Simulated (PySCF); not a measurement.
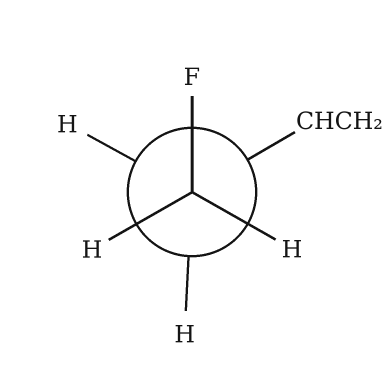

A Newman projection along the C–C bond, carbon in front; angles are drawn as computed, but eclipsed bonds slightly apart. The computed structure is the end point of a PBE0-D3(BJ)/def2-SVP optimisation. No frequency run is at hand to confirm it as a minimum.

> Which molecule is it?

C4H7F, C=CCCF

> What is the torsion angle from the front F to the back CHCH2? The sign is positive where the front bond must turn clockwise to cover the back bond.

60°, synclinal (gauche). The conformation about this bond is staggered.
